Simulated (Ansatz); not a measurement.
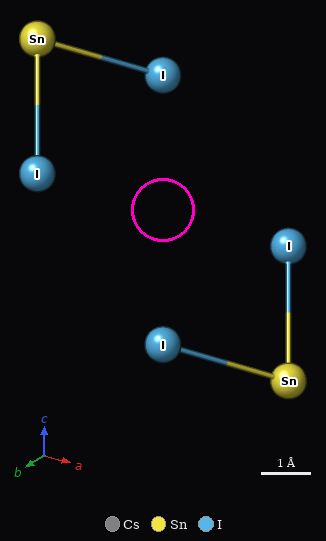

Perfect CsSnI$_{3}$. A ball-and-stick model of the atoms within 4.6 Å of one point, in a slice 4.2 Å thick across the line of sight, seen from a free direction.

Computed with DFT, PBEsol, PAW, plane waves (Ansatz 0.2.0). Settings: plane-wave cutoff 420 eV; k-point mesh 1 × 1 × 1; mesh shifted by (0.25, 0.25, 0.25); no spin polarisation. Fermi-Dirac smearing of 0.01 eV. A uniform background neutralises the charged cell. The axes drawn are those of the host's conventional cell.

An extra magnesium atom is put between the host's atoms (an interstitial) at the ringed place, in charge state +2. The supercell has 40 sites, and the atoms are relaxed at the host's cell.

Question: How do the neighbours respond?

Answer: The Mg atom starts with 2 Cs at 3.07 to 3.09 Å, 4 I at 3.08 Å around its place and ends with 4 I at 2.79 Å. Of the host's atoms, a caesium atom moves furthest from its site, by 0.80 Å.

The relaxed defect, seen from the same direction:

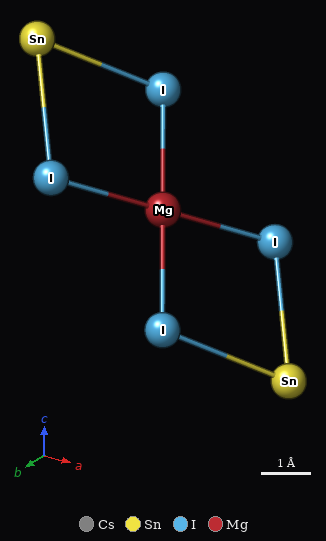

Limits of the set-up: the cell is charged, on a uniform background, and energies carry no finite-size correction.
